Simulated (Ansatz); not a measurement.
**What a change does: single-point calculation on CH6N2OSi**

System: CH6N2OSi, SMILES N=C(N)O[SiH3].
Method of the first run: RKS PBE0-D4/def2-TZVPP (Ansatz 0.2.0).

The geometry comes from this level: PBE0-D4/def2-TZVP. Text and figures count atoms from 1; the logs count them from 0 in places.

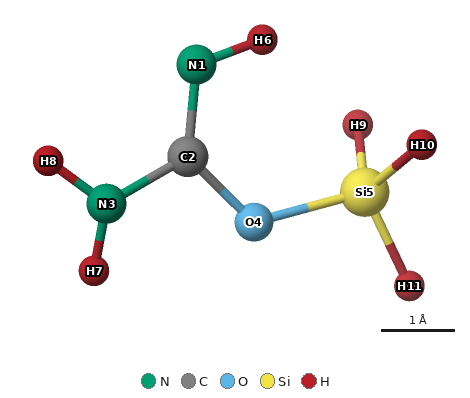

**Figure 1.** The structure as given in the input (ball-and-stick view, seen at a tilt; atoms are numbered from 1 in the order of the input).

### Input file, the first run
```yaml
crystal:
  periodic: [false, false, false]
  atoms:
    - {symbol: N, position_ang: [1.212096, 0.341046, 1.071065]}
    - {symbol: C, position_ang: [0.489654, -0.544211, 0.521329]}
    - {symbol: N, position_ang: [0.630890, -1.869110, 0.806098]}
    - {symbol: O, position_ang: [-0.474500, -0.368610, -0.418814]}
    - {symbol: Si, position_ang: [-0.867953, 1.106936, -1.079175]}
    - {symbol: H, position_ang: [1.040363, 1.277499, 0.723303]}
    - {symbol: H, position_ang: [-0.148722, -2.467305, 0.600536]}
    - {symbol: H, position_ang: [1.167446, -2.077107, 1.629322]}
    - {symbol: H, position_ang: [-1.336432, 2.041087, -0.024968]}
    - {symbol: H, position_ang: [0.305354, 1.695820, -1.770975]}
    - {symbol: H, position_ang: [-1.952898, 0.806953, -2.036920]}
basis:
  gaussian: {orbitals: def2-TZVPP}
hamiltonian: {xc: pbe0, dispersion: d4}
output: {orbitals: {seedname: orbitals}}
```

Launched with:
```bash
ansatz run in.yaml --threads 4 --pin off --events-out ev --progress --plain --max-ram 10444MiB
```

Hardware: 4 threads of INTEL XEON PLATINUM @ 2.10GHz, 23 GiB of memory available, shared host.

### Output (the first run)
```
Functional definition: PBE0
  parameter a = 0.25
  parameter kappa = 0.804
  parameter beta = 0.06672455060314922
  exchange = (1 - a)*pbe_x(kappa = kappa, mu = beta*pi^2/3) + a*exact_x
  correlation = pbe_c(beta = beta)
1286 factors; their error is unknown
mean field evaluation 1: about -14023.8823 eV, gradient 7.1e1 eV
mean field evaluation 2: about -14016.2636 eV, gradient 9.1e1 eV
mean field evaluation 4: about -14032.7217 eV, gradient 7.1e0 eV
mean field evaluation 8: about -14032.8225 eV, gradient 1.8e-1 eV
mean field evaluation 16: about -14032.8546 eV, gradient 1.8e-4 eV
mean field -14032.85457843 eV, -515.6978939469 hartree, gradient 2.3e-5 eV, S^2 0.000000; 0 other end points of the search recorded, 0 dependent functions left out
reference -14032.85460986 eV, -515.6978951020 hartree; 24, 24 occupied and 226, 226 virtual orbitals, 1286 factors
Total energy: -14033.04012913 eV, -515.7047128094 hartree
```

The input of the second run differs as follows (lines with − go, lines with + come):
```diff
-  gaussian: {orbitals: def2-TZVPP}
+  gaussian: {orbitals: def2-SVP}
```

What does this change do to the results?

The total energy of the second run is 232.3 kcal/mol higher, which measures the change of basis and not a stability. The HOMO goes from −7.11 to −6.83 eV. The LUMO goes from 0.02 to 0.54 eV. The basis functions go from 250 to 104.

### Output (the second run)
```
Functional definition: PBE0
  parameter a = 0.25
  parameter kappa = 0.804
  parameter beta = 0.06672455060314922
  exchange = (1 - a)*pbe_x(kappa = kappa, mu = beta*pi^2/3) + a*exact_x
  correlation = pbe_c(beta = beta)
1189 factors; their error is unknown
mean field evaluation 1: about -14015.5158 eV, gradient 6.1e1 eV
mean field evaluation 2: about -14010.5995 eV, gradient 7.7e1 eV
mean field evaluation 4: about -14022.6926 eV, gradient 4.4e0 eV
mean field evaluation 8: about -14022.7792 eV, gradient 2.8e-1 eV
mean field -14022.77934637 eV, -515.3276359978 hartree, gradient 4.4e-5 eV, S^2 0.000000; 0 other end points of the search recorded, 0 dependent functions left out
reference -14022.77937209 eV, -515.3276369432 hartree; 24, 24 occupied and 80, 80 virtual orbitals, 1189 factors
Total energy: -14022.96489136 eV, -515.3344546506 hartree
```

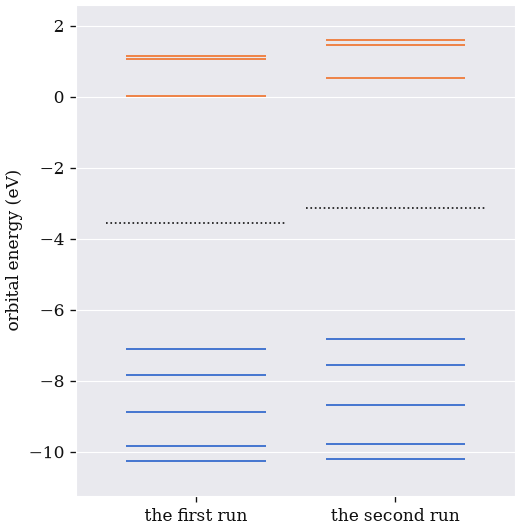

**Figure 2.** The five highest filled and three lowest empty orbital energies of the two runs; the dotted lines part filled from empty levels. The HOMO–LUMO gap is 7.13 eV in the first run and 7.37 eV in the second run.

### The two runs side by side

```csv
quantity,the first run,the second run
outcome,converged,converged
total energy (hartree),−515.704713,−515.334455
HOMO (eV),−7.11,−6.83
LUMO (eV),0.02,0.54
basis functions,250,104
wall time (shared host),1.8 s,0.65 s
```
